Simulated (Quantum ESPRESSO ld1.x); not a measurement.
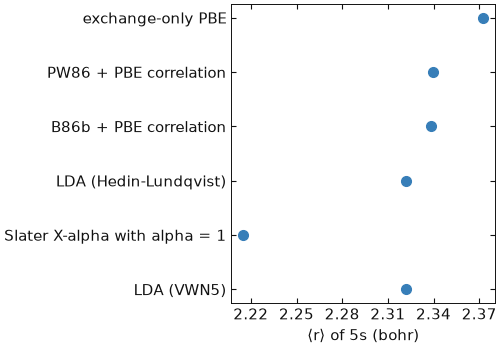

The indium ion In²⁺ in the configuration [Kr] 4d10 5s1. All runs are Dirac and spherical, computed with Quantum ESPRESSO ld1.x 7.5. The plot shows the mean radius (bohr) of the 5s orbital by 6 methods.

Rank the methods.

Answer. The most compact is Slater X-alpha with alpha = 1 (2.215) and the most diffuse exchange-only PBE (2.373), a spread of 6.8 %. In order (bohr): Slater X-alpha with alpha = 1 (2.215), LDA (VWN5) (2.322), LDA (Hedin-Lundqvist) (2.322), B86b + PBE correlation (2.338), PW86 + PBE correlation (2.340), exchange-only PBE (2.373).
